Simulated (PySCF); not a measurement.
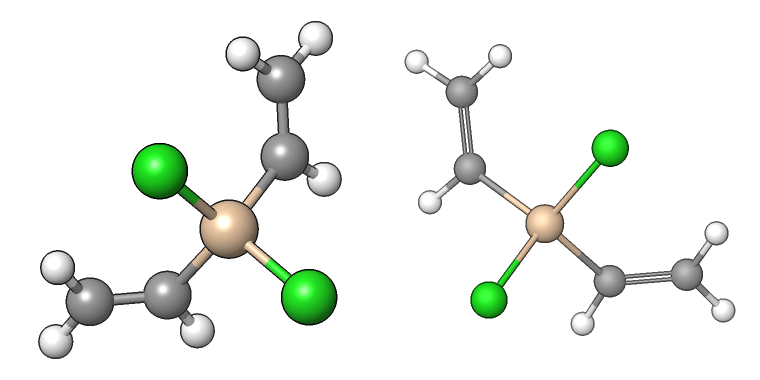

Two views of one molecule. Colours: silicon light orange, carbon grey, hydrogen white, chlorine green.

The computed structure is the end point of a PBE0-D3(BJ)/def2-SVP optimisation. No frequency run is at hand to confirm it as a minimum.

> Give the formula.

C₄H₆Cl₂Si, 13 atoms: 4 carbon, 6 hydrogen, 2 chlorine and 1 silicon.

> Name functional groups in it.

Among them: alkene.

More results for the same structure follow; atom numbers are the same in all pictures, views and colours differ.

Shape

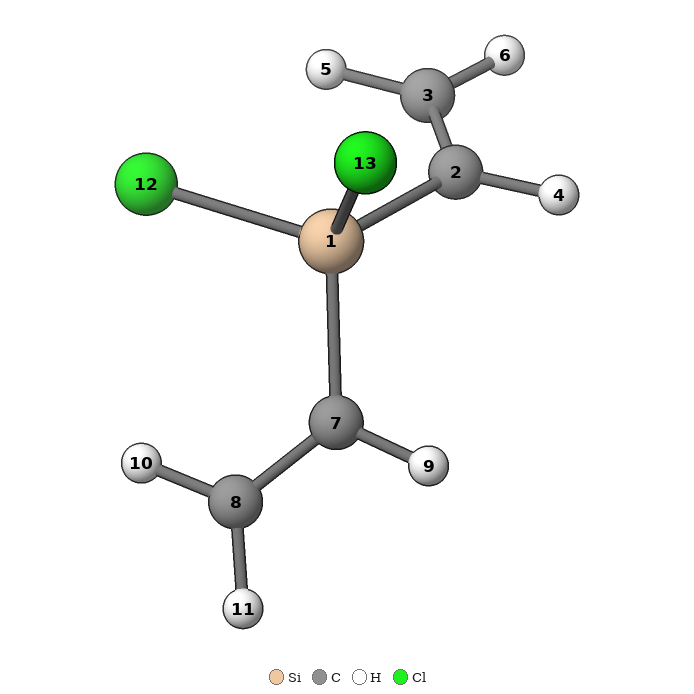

Numbered structure. No frequency run is at hand to confirm it as a minimum.

Give the bond lengths.

```
    bond  length (Å)   order
  Si1–C2       1.852  single
  Si1–C7       1.852  single
Si1–Cl12       2.071  single
Si1–Cl13       2.070  single
   C2–C3       1.337  double
   C2–H4       1.098  single
   C3–H5       1.095  single
   C3–H6       1.095  single
   C7–C8       1.337  double
   C7–H9       1.099  single
  C8–H10       1.095  single
  C8–H11       1.096  single
```

Core levels

No frequency run is at hand to confirm it as a minimum. Properties computed with delta-SCF UKS SCAN, pcX-2 on the ionised atom (unc-x2c-TZVPall on a metal), pcseg-1 elsewhere, spin-free X2C (PySCF 2.14.0).

Give the core-electron binding energies (to vacuum; p and d levels without spin–orbit splitting) of Si1 1s, Si1 2p, C2 1s, C3 1s, Cl12 1s, Cl12 2p.

```json
{"atom": "Si1", "level": "1s", "binding energy (eV)": "1848.2"}
{"atom": "Si1", "level": "2p", "binding energy (eV)": "108.3"}
{"atom": "C2", "level": "1s", "binding energy (eV)": "290.5"}
{"atom": "C3", "level": "1s", "binding energy (eV)": "290.8"}
{"atom": "Cl12", "level": "1s", "binding energy (eV)": "2828.6"}
{"atom": "Cl12", "level": "2p", "binding energy (eV)": "206.6"}
```

Electronic properties

No frequency run is at hand to confirm it as a minimum. Level of theory: B3LYP/pcSseg-1, gas phase (PySCF 2.14.0).

> Estimate the dipole moment.

2.52 D.

> Estimate the LUMO energy (Kohn–Sham orbital).

−1.51 eV.

> Give the HOMO energy (Kohn–Sham orbital) at this level.

−7.98 eV.

Excitation

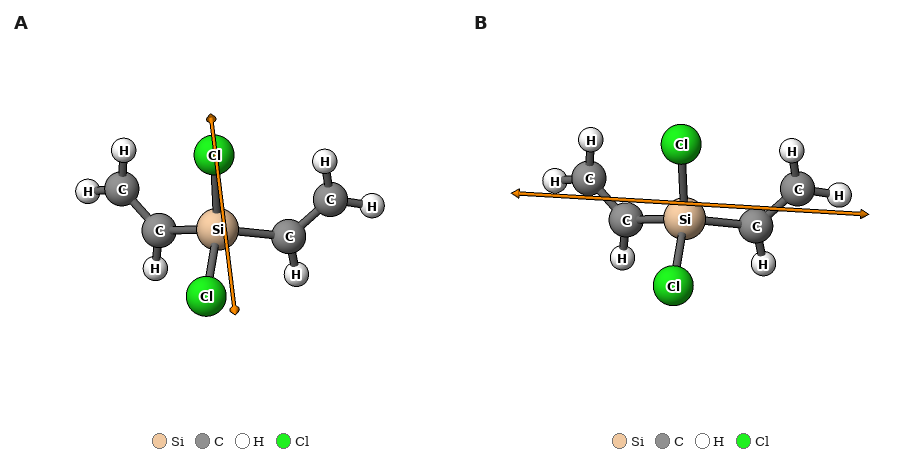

The double arrows show the directions of two transition dipoles from the ground state (lengths mean nothing). No frequency run is at hand to confirm it as a minimum. Level of theory: TDDFT PBE0/def2-SVPD, vertical, gas phase, core orbitals frozen in the response (PySCF 2.14.0).

> One belongs to singlet state 1 and one to singlet state 3. Which is which?

A: state 3, 6.34 eV (196 nm), oscillator strength 0.030, mainly HOMO−1 → LUMO (weight 0.83).
B: state 1, 6.00 eV (207 nm), oscillator strength 0.019, mainly HOMO−2 → LUMO (weight 0.90).
